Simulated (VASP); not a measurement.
Consider the following.

```
O2Si
1.0
    4.19545     0.00000     0.00000
    0.00000     4.19545     0.00000
    0.00000     0.00000     2.68309
Si O
2 4
Cartesian
  2.09773   2.09773   1.34155
  0.00000   0.00000   0.00000
  2.91198   2.91198   0.00000
  1.28347   1.28347   0.00000
  3.38120   0.81425   1.34155
  0.81425   3.38120   1.34155
```

All values below come from PBEsol GGA, VASP's PBE PAW potentials (set 64) (plane waves; VASP 6.6.1). Run with 520 eV cut-off, 6×6×9 Γ-centred mesh, tetrahedra with Blöchl corrections, potentials Si O.

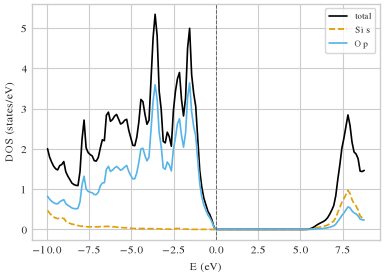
*Total and projected density of states, zero at the valence-band maximum*

Within 2 eV below the valence-band maximum the largest weight inside VASP's projection spheres is O p.

The gap is direct, 5.31 eV, from the valence maximum at Γ to the conduction minimum at Γ.

The structure comes from a computed database's SiO2 entry (P4_2/mnm); how it stands against other phases isn't given here. It was relaxed first.
